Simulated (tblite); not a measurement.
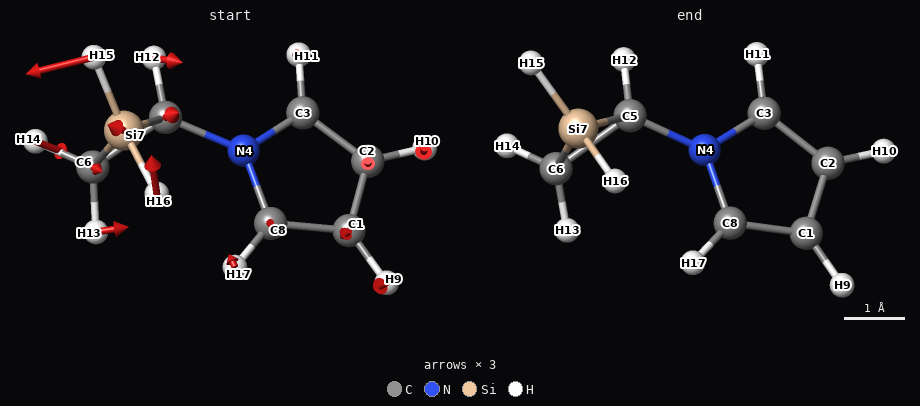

The structure of C6H9NSi before (left) and after (right) a relaxation, at one scale. The red arrows give the displacements, 3 times their true length.

A ball-and-stick model, seen at a tilt.

Theory: GFN2-xTB geometry optimisation, gas phase (tblite). 

**Summarise the run.**

After 67 geometry steps the energy has fallen by 48.5 kJ/mol. H15 moves most after the best rigid fit: 0.40 Å. Largest moves by element: H 0.40 Å, C 0.15 Å, Si 0.14 Å, N 0.02 Å. Near-neighbour distances that change, for instance: C5–C6 1.487 → 1.536 Å, C5–H12 1.134 → 1.086 Å, C5–Si7 1.866 → 1.907 Å, C6–H13 1.116 → 1.081 Å. Bond angles that change, for instance: N4–C5–Si7 114.5° → 123.1°, Si7–C6–H14 113.0° → 120.9°, N4–C5–H12 116.4° → 110.1°.
